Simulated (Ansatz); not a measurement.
# Geometry relaxation, with input and output: B2H7 (charge −1)

The run: geometry relaxation of B2H7, charge −1. Method and program: RKS PBE0-D4/def2-TZVPD (Ansatz 0.2.0).

The geometry: GFN2-xTB start. Figures and captions count atoms from 1; the log counts them from 0 in places.

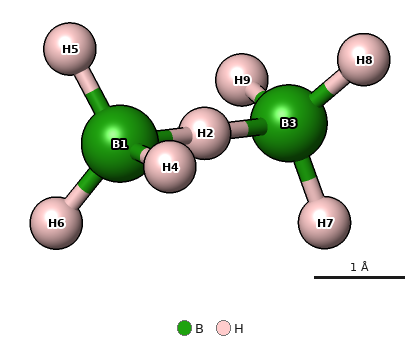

Fig. 1: The input geometry (ball-and-stick view, seen at a tilt; atoms are numbered from 1 in the order of the input).

**Key numbers**

```csv
quantity,value
outcome,converged
total energy,−1465.2821 eV
mean-field energy,−1465.1809 eV
dispersion energy,−0.1011 eV
HOMO,−3.00 eV
LUMO,3.83 eV
largest force (length of the vector) at the end,0.007 eV/Å
hardware,"4 threads of Arm Neoverse V1, 95 GiB of memory available, shared host"
wall time,12 s (CPU time 41 s)
peak memory,0.2 GiB
```

**Input**
```yaml
crystal:
  periodic: [false, false, false]
  atoms:
    - {symbol: B, position_ang: [0.998980, 0.432440, -0.745020]}
    - {symbol: H, position_ang: [-0.001410, 0.003060, 0.001110]}
    - {symbol: B, position_ang: [-0.997930, -0.431900, 0.744300]}
    - {symbol: H, position_ang: [0.693930, 1.535020, -1.106020]}
    - {symbol: H, position_ang: [1.967190, 0.430160, -0.036430]}
    - {symbol: H, position_ang: [1.091060, -0.342710, -1.656210]}
    - {symbol: H, position_ang: [-1.902880, -0.657850, -0.011110]}
    - {symbol: H, position_ang: [-1.250220, 0.453020, 1.515040]}
    - {symbol: H, position_ang: [-0.598710, -1.421240, 1.294350]}
basis:
  gaussian: {orbitals: def2-TZVPD}
total_charge: -1
hamiltonian: {xc: pbe0, dispersion: d4}
scf: {lower_state_search: "off"}
output: {orbitals: {seedname: orbitals}}
relax: {f_tol: 0.02, max_steps: 100}
```

Launched with:
```bash
ansatz run in.yaml --threads 4 --pin off --events-out ev --progress --plain --max-ram 3916MiB
```

**Output**
```
Functional definition: PBE0
  name "PBE0"
  cite "Adamo & Barone, J. Chem. Phys. 110, 6158 (1999) doi:10.1063/1.478522"
  cite "Perdew, Burke & Ernzerhof, Phys. Rev. Lett. 77, 3865 (1996) doi:10.1103/PhysRevLett.77.3865"
  parent pbe
  parameter a = 0.25
  parameter kappa = 0.804
  parameter beta = 0.06672455060314922
  exchange = (1 - a)*pbe_x(kappa = kappa, mu = beta*pi^2/3) + a*exact_x
  correlation = pbe_c(beta = beta)
these checks for a lower state are left out or cut short: stability, starts, cluster_reference, orbital_swaps, neighbouring_geometries, increment
687 factors; their error is unknown
mean field evaluation 1: about -1463.7250 eV, gradient 1.9e1 eV
mean field evaluation 2: about -1464.3345 eV, gradient 1.5e1 eV
mean field evaluation 4: about -1465.0430 eV, gradient 3.8e-1 eV
mean field evaluation 8: about -1465.0363 eV, gradient 3.9e-3 eV
mean field -1465.03634634 eV, -53.8390926908 hartree, gradient 2.8e-6 eV, S^2 0.000000; 0 other end points of the search recorded, 0 dependent functions left out
the calculation of the forces begins
reference -1465.03638941 eV, -53.8390942735 hartree; 9, 9 occupied and 128, 128 virtual orbitals, 687 factors
relax step   1: F+E_penalty+E_count = -1465.13282631 eV  Δ(F+E_penalty+E_count) = +0.000e0 eV  max|allowed force component| = 3.829e-1 eV/Å  Δτ_max = 0.0000 Å  (13 SCF iters, accepted)
these checks for a lower state are left out or cut short: stability, starts, cluster_reference, orbital_swaps, neighbouring_geometries, increment
687 factors; their error is unknown
mean field evaluation 16: about -1465.0711 eV, gradient 2.8e0 eV
mean field -1465.08448858 eV, -53.8408618854 hartree, gradient 1.1e-6 eV, S^2 0.000000; 0 other end points of the search recorded, 0 dependent functions left out
[... from here on the field's lines of each further geometry are left out, up to the last ...]
relax step   2: F+E_penalty+E_count = -1465.18261074 eV  Δ(F+E_penalty+E_count) = -4.978e-2 eV  max|allowed force component| = 1.220e-1 eV/Å  Δτ_max = 0.0780 Å  (18 SCF iters, accepted)
relax step   3: F+E_penalty+E_count = -1465.18528963 eV  Δ(F+E_penalty+E_count) = -2.679e-3 eV  max|allowed force component| = 1.794e-2 eV/Å  Δτ_max = 0.0160 Å  (18 SCF iters, accepted)
relax step   4: F+E_penalty+E_count = -1465.18536295 eV  Δ(F+E_penalty+E_count) = -7.332e-5 eV  max|allowed force component| = 5.692e-3 eV/Å  Δτ_max = 0.0022 Å  (12 SCF iters, accepted)
relax step   5: F+E_penalty+E_count = -1465.18549272 eV  Δ(F+E_penalty+E_count) = -1.298e-4 eV  max|allowed force component| = 1.107e-2 eV/Å  Δτ_max = 0.0079 Å  (18 SCF iters, accepted)
relax step   6: F+E_penalty+E_count = -1465.18582352 eV  Δ(F+E_penalty+E_count) = -3.308e-4 eV  max|allowed force component| = 3.483e-2 eV/Å  Δτ_max = 0.0296 Å  (17 SCF iters, accepted)
relax step   7: F+E_penalty+E_count = -1465.18612468 eV  Δ(F+E_penalty+E_count) = -3.012e-4 eV  max|allowed force component| = 3.267e-2 eV/Å  Δτ_max = 0.0265 Å  (16 SCF iters, accepted)
relax step   8: F+E_penalty+E_count = -1465.18645370 eV  Δ(F+E_penalty+E_count) = -3.290e-4 eV  max|allowed force component| = 2.225e-2 eV/Å  Δτ_max = 0.0303 Å  (17 SCF iters, accepted)
relax step   9: F+E_penalty+E_count = -1465.18671319 eV  Δ(F+E_penalty+E_count) = -2.595e-4 eV  max|allowed force component| = 1.975e-2 eV/Å  Δτ_max = 0.0261 Å  (17 SCF iters, accepted)
relax step  10: F+E_penalty+E_count = -1465.18741357 eV  Δ(F+E_penalty+E_count) = -7.004e-4 eV  max|allowed force component| = 7.534e-2 eV/Å  Δτ_max = 0.0975 Å  (17 SCF iters, accepted)
relax step  11: F+E_penalty+E_count = -1465.18870316 eV  Δ(F+E_penalty+E_count) = -1.290e-3 eV  max|allowed force component| = 7.431e-2 eV/Å  Δτ_max = 0.0183 Å  (19 SCF iters, accepted)
relax step  12: F+E_penalty+E_count = -1465.20839516 eV  Δ(F+E_penalty+E_count) = -1.969e-2 eV  max|allowed force component| = 1.428e-1 eV/Å  Δτ_max = 0.1970 Å  (17 SCF iters, accepted)
relax step  13: F+E_penalty+E_count = -1465.22251436 eV  Δ(F+E_penalty+E_count) = -1.412e-2 eV  max|allowed force component| = 3.082e-1 eV/Å  Δτ_max = 0.1952 Å  (16 SCF iters, accepted)
relax step  14: F+E_penalty+E_count = -1465.24954265 eV  Δ(F+E_penalty+E_count) = -2.703e-2 eV  max|allowed force component| = 2.326e-1 eV/Å  Δτ_max = 0.0771 Å  (18 SCF iters, accepted)
relax step  15: F+E_penalty+E_count = -1465.27723306 eV  Δ(F+E_penalty+E_count) = -2.769e-2 eV  max|allowed force component| = 1.524e-1 eV/Å  Δτ_max = 0.1424 Å  (17 SCF iters, accepted)
relax step  16: F+E_penalty+E_count = -1465.28152563 eV  Δ(F+E_penalty+E_count) = -4.293e-3 eV  max|allowed force component| = 5.128e-2 eV/Å  Δτ_max = 0.0447 Å  (18 SCF iters, accepted)
the calculation of the forces begins
reference -1465.18074602 eV, -53.8443992810 hartree; 9, 9 occupied and 128, 128 virtual orbitals, 687 factors
relax step  17: F+E_penalty+E_count = -1465.28187822 eV  Δ(F+E_penalty+E_count) = -3.526e-4 eV  max|allowed force component| = 2.594e-2 eV/Å  Δτ_max = 0.0267 Å  (18 SCF iters, accepted)
these checks for a lower state are left out or cut short: stability, starts, cluster_reference, orbital_swaps, neighbouring_geometries, increment
687 factors; their error is unknown
mean field evaluation 128: about -1465.1905 eV, gradient 2.6e-4 eV
mean field -1465.18088250 eV, -53.8444042966 hartree, gradient 1.1e-6 eV, S^2 0.000000; 0 other end points of the search recorded, 0 dependent functions left out
the calculation of the forces begins
reference -1465.18092532 eV, -53.8444058703 hartree; 9, 9 occupied and 128, 128 virtual orbitals, 687 factors
relax step  18: F+E_penalty+E_count = -1465.28201387 eV  Δ(F+E_penalty+E_count) = -1.357e-4 eV  max|allowed force component| = 5.830e-3 eV/Å  Δτ_max = 0.0063 Å  (19 SCF iters, accepted)
```

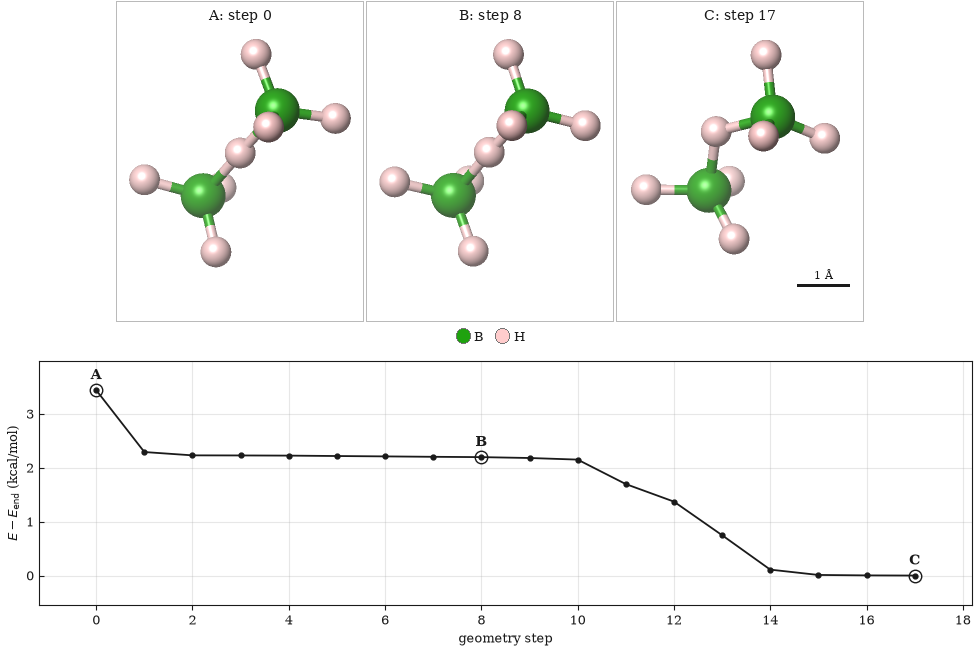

Fig. 2: Frames of the relaxation (ball-and-stick view, seen at a tilt) above the curves, on which the letters mark them (the first geometry is step 0 here and step 1 in the log).

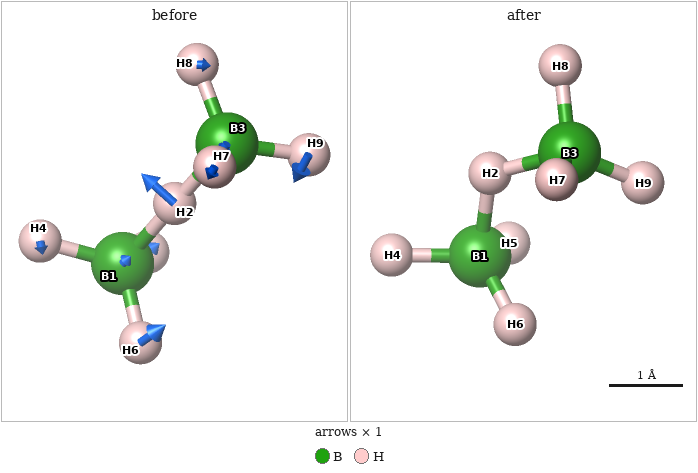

Fig. 3: Before (left) and after (right) the relaxation, at one scale (ball-and-stick view, seen at a tilt). The blue arrows give the displacements, at true length. Over 17 geometry steps the energy falls by 3.44 kcal/mol. Largest force component: 0.38 eV/Å at the start, 0.0058 eV/Å at the end. The atom that moves furthest after the best rigid fit is H2 (0.63 Å). By element the largest moves are H 0.63 Å, B 0.18 Å. Distances before and after: B1–H4 1.200 → 1.225 Å, B1–H6 1.200 → 1.209 Å, B1–H2 1.320 → 1.313 Å. Among the angles that change: B1–H2–B3 179.7° → 120.8°, H2–B1–H4 106.0° → 93.9°, H2–B1–H6 106.1° → 115.1°. (Atoms are counted from 1 in the order of the input.)

```
Total energy: -1465.28205669 eV, -53.8481223796 hartree
Atom 0 at     0.868019     0.359066    -0.649125 Å, force     0.004094    -0.003318    -0.003395 eV/Å
Atom 1 at    -0.169782     0.597123     0.119058 Å, force    -0.000523     0.002323     0.000786 eV/Å
Atom 2 at    -0.859245    -0.389692     0.642983 Å, force    -0.003676    -0.005830     0.002266 eV/Å
Atom 3 at     0.772837     1.422366    -1.249105 Å, force    -0.000565    -0.000428     0.002070 eV/Å
Atom 4 at     1.832493     0.320337     0.089564 Å, force    -0.000957     0.001411    -0.000415 eV/Å
Atom 5 at     0.755497    -0.597450    -1.380488 Å, force    -0.001407     0.001479     0.002374 eV/Å
Atom 6 at    -1.750012    -0.630493    -0.148432 Å, force     0.000981     0.001106     0.000445 eV/Å
Atom 7 at    -1.241629     0.271615     1.600051 Å, force     0.001534     0.001042    -0.002525 eV/Å
Atom 8 at    -0.208167    -1.352872     0.975504 Å, force     0.000520     0.002215    -0.001605 eV/Å
Dipole moment:    -0.012773     0.045820     0.009041 e Å
Checks for a lower state left out: stability, starts, cluster_reference, orbital_swaps, neighbouring_geometries, increment
```

**Trajectory as extended XYZ (Å, eV, eV/Å), 12 of the 18 frames kept, from step=1 to step=18**
```
9
Properties=species:S:1:pos:R:3:forces:R:3 step=1 energy=-1465.13283
B     0.9990    0.4324   -0.7450    0.1085   0.0402  -0.0795
H    -0.0014    0.0031    0.0011    0.0184   0.0104  -0.0118
B    -0.9979   -0.4319    0.7443   -0.1326  -0.0610   0.0996
H     0.6939    1.5350   -1.1060   -0.2820   0.3068   0.0027
H     1.9672    0.4302   -0.0364    0.1576  -0.0744   0.3728
H     1.0911   -0.3427   -1.6562   -0.1393  -0.3414  -0.1797
H    -1.9029   -0.6579   -0.0111   -0.1316   0.0031  -0.3829
H    -1.2502    0.4530    1.5150    0.0917   0.3745   0.1282
H    -0.5987   -1.4212    1.2943    0.3093  -0.2582   0.0505
9
Properties=species:S:1:pos:R:3:forces:R:3 step=3 energy=-1465.18529
B     0.9937    0.4300   -0.7411   -0.0179  -0.0096   0.0131
H    -0.0012    0.0037    0.0010    0.0060   0.0053  -0.0042
B    -0.9933   -0.4301    0.7407    0.0096   0.0023  -0.0064
H     0.6362    1.5389   -1.0824   -0.0056   0.0123  -0.0067
H     1.9411    0.4132    0.0180    0.0106   0.0027   0.0099
H     1.0481   -0.3849   -1.6393    0.0027  -0.0112  -0.0088
H    -1.8781   -0.6380   -0.0643   -0.0101   0.0010  -0.0088
H    -1.2048    0.4936    1.4999    0.0004   0.0088   0.0095
H    -0.5417   -1.4265    1.2673    0.0043  -0.0116   0.0024
9
Properties=species:S:1:pos:R:3:forces:R:3 step=4 energy=-1465.18536
B     0.9933    0.4298   -0.7407   -0.0057  -0.0040   0.0041
H    -0.0012    0.0041    0.0010    0.0024   0.0039  -0.0017
B    -0.9930   -0.4300    0.7405    0.0019  -0.0008  -0.0013
H     0.6350    1.5385   -1.0841   -0.0018   0.0002  -0.0030
H     1.9408    0.4150    0.0191    0.0004   0.0028   0.0019
H     1.0492   -0.3865   -1.6384    0.0019  -0.0027   0.0008
H    -1.8789   -0.6361   -0.0646   -0.0012   0.0030  -0.0006
H    -1.2034    0.4932    1.5015    0.0023  -0.0003   0.0023
H    -0.5418   -1.4280    1.2657   -0.0002  -0.0021  -0.0025
9
Properties=species:S:1:pos:R:3:forces:R:3 step=6 energy=-1465.18582
B     0.9914    0.4289   -0.7393    0.0348   0.0117  -0.0262
H    -0.0019    0.0085    0.0017   -0.0129   0.0017   0.0094
B    -0.9919   -0.4296    0.7396   -0.0178  -0.0111   0.0124
H     0.6198    1.5245   -1.1148    0.0082  -0.0295   0.0082
H     1.9328    0.4482    0.0305   -0.0244   0.0016  -0.0190
H     1.0699   -0.4093   -1.6170   -0.0008   0.0203   0.0239
H    -1.8897   -0.6018   -0.0622    0.0198   0.0057   0.0199
H    -1.1800    0.4787    1.5262    0.0052  -0.0225  -0.0162
H    -0.5503   -1.4483    1.2353   -0.0122   0.0222  -0.0125
9
Properties=species:S:1:pos:R:3:forces:R:3 step=7 energy=-1465.18612
B     0.9915    0.4289   -0.7393    0.0327   0.0089  -0.0252
H    -0.0028    0.0114    0.0023   -0.0121   0.0048   0.0089
B    -0.9919   -0.4296    0.7396   -0.0167  -0.0128   0.0124
H     0.6103    1.5135   -1.1369    0.0098  -0.0308   0.0100
H     1.9270    0.4724    0.0369   -0.0253   0.0005  -0.0210
H     1.0855   -0.4239   -1.6013   -0.0012   0.0232   0.0246
H    -1.8974   -0.5775   -0.0587    0.0216   0.0046   0.0217
H    -1.1641    0.4667    1.5435    0.0046  -0.0239  -0.0189
H    -0.5581   -1.4619    1.2139   -0.0134   0.0255  -0.0124
9
Properties=species:S:1:pos:R:3:forces:R:3 step=9 energy=-1465.18671
B     0.9929    0.4291   -0.7400    0.0069  -0.0094  -0.0076
H    -0.0069    0.0255    0.0057   -0.0034   0.0198   0.0028
B    -0.9926   -0.4301    0.7397   -0.0022  -0.0142   0.0036
H     0.5965    1.4886   -1.1851    0.0042  -0.0126   0.0057
H     1.9145    0.5219    0.0469   -0.0104  -0.0010  -0.0089
H     1.1158   -0.4545   -1.5652   -0.0010   0.0122   0.0108
H    -1.9122   -0.5287   -0.0488    0.0106   0.0011   0.0094
H    -1.1351    0.4363    1.5805    0.0020  -0.0102  -0.0104
H    -0.5728   -1.4879    1.1663   -0.0067   0.0143  -0.0054
9
Properties=species:S:1:pos:R:3:forces:R:3 step=10 energy=-1465.18741
B     0.9938    0.4281   -0.7404   -0.0086  -0.0406  -0.0162
H    -0.0214    0.0784    0.0173   -0.0039   0.0574   0.0041
B    -0.9921   -0.4311    0.7391    0.0114  -0.0407   0.0135
H     0.5876    1.4469   -1.2720    0.0264  -0.0593   0.0339
H     1.8933    0.5961    0.0619   -0.0255  -0.0050  -0.0416
H     1.1514   -0.5135   -1.4962   -0.0075   0.0666   0.0468
H    -1.9320   -0.4540   -0.0339    0.0316  -0.0055   0.0389
H    -1.0986    0.3757    1.6467    0.0057  -0.0482  -0.0593
H    -0.5820   -1.5268    1.0774   -0.0295   0.0753  -0.0201
9
Properties=species:S:1:pos:R:3:forces:R:3 step=12 energy=-1465.20840
B     0.9821    0.4147   -0.7254   -0.0476  -0.0576  -0.0620
H    -0.0762    0.2819    0.0615   -0.0330   0.0572   0.0248
B    -0.9805   -0.4317    0.7239    0.1276  -0.0351   0.0050
H     0.6758    1.4480   -1.3067    0.0122  -0.1225   0.0557
H     1.9199    0.5458    0.0432   -0.1161  -0.0398  -0.0041
H     1.0514   -0.5666   -1.4452   -0.0384   0.1136   0.0933
H    -1.9256   -0.5118   -0.0417    0.1078   0.0220   0.0062
H    -1.1725    0.3201    1.6700    0.0344  -0.0806  -0.0855
H    -0.4745   -1.5003    1.0204   -0.0469   0.1428  -0.0335
9
Properties=species:S:1:pos:R:3:forces:R:3 step=13 energy=-1465.22251
B     0.9560    0.4002   -0.7092   -0.2589  -0.0482   0.0506
H    -0.1252    0.4667    0.1010    0.0185  -0.1737  -0.0168
B    -0.9525   -0.4247    0.7060    0.3082   0.1207  -0.0725
H     0.7442    1.4393   -1.3415    0.0167  -0.2677   0.1306
H     1.9088    0.4861    0.0524   -0.1534  -0.0391  -0.0568
H     0.9353   -0.6202   -1.3855   -0.0173   0.2701   0.1463
H    -1.8849   -0.5482   -0.0730    0.1360   0.0221   0.0495
H    -1.2253    0.2649    1.6912    0.0949  -0.1610  -0.2010
H    -0.3564   -1.4641    0.9587   -0.1446   0.2767  -0.0299
9
Properties=species:S:1:pos:R:3:forces:R:3 step=15 energy=-1465.27723
B     0.8603    0.3528   -0.6455    0.0677   0.0009   0.1524
H    -0.1588    0.6046    0.1408    0.0373  -0.0530  -0.0270
B    -0.8503   -0.3897    0.6369   -0.0839   0.0034  -0.1377
H     0.7251    1.3883   -1.2756    0.0224   0.0789  -0.0565
H     1.8231    0.3734    0.1013    0.0057   0.0006  -0.0668
H     0.7894   -0.6290   -1.3440   -0.0365  -0.0277  -0.0053
H    -1.7528   -0.5708   -0.1615    0.0032  -0.0267   0.0706
H    -1.1998    0.2561    1.6117   -0.0561   0.0211   0.0720
H    -0.2361   -1.3857    0.9360    0.0400   0.0026  -0.0017
9
Properties=species:S:1:pos:R:3:forces:R:3 step=16 energy=-1465.28153
B     0.8680    0.3589   -0.6461    0.0476  -0.0105  -0.0013
H    -0.1560    0.5986    0.1376   -0.0051   0.0119   0.0027
B    -0.8588   -0.3885    0.6382   -0.0498  -0.0421   0.0033
H     0.7571    1.4121   -1.2592   -0.0021   0.0106  -0.0084
H     1.8446    0.3410    0.0819   -0.0498  -0.0067  -0.0132
H     0.7593   -0.6089   -1.3625    0.0010   0.0047  -0.0023
H    -1.7546   -0.6150   -0.1550    0.0513   0.0171   0.0093
H    -1.2408    0.2632    1.6014    0.0040   0.0126   0.0092
H    -0.2188   -1.3615    0.9638    0.0029   0.0022   0.0006
9
Properties=species:S:1:pos:R:3:forces:R:3 step=18 energy=-1465.28201
B     0.8680    0.3591   -0.6491    0.0041  -0.0033  -0.0034
H    -0.1698    0.5971    0.1191   -0.0005   0.0023   0.0008
B    -0.8592   -0.3897    0.6430   -0.0037  -0.0058   0.0023
H     0.7728    1.4224   -1.2491   -0.0006  -0.0004   0.0021
H     1.8325    0.3203    0.0896   -0.0010   0.0014  -0.0004
H     0.7555   -0.5975   -1.3805   -0.0014   0.0015   0.0024
H    -1.7500   -0.6305   -0.1484    0.0010   0.0011   0.0004
H    -1.2416    0.2716    1.6001    0.0015   0.0010  -0.0025
H    -0.2082   -1.3529    0.9755    0.0005   0.0022  -0.0016
```

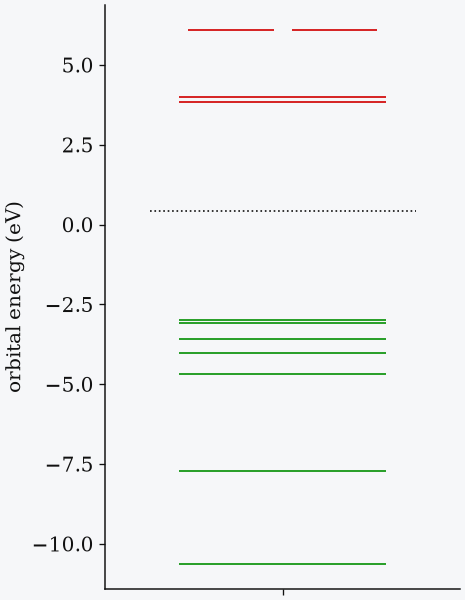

Fig. 4: Orbital energies near the frontier; the dotted line parts filled from empty levels, and levels within 0.02 eV of each other stand side by side. Highest filled −3.00 eV, lowest empty 3.83 eV, 6.83 eV apart.
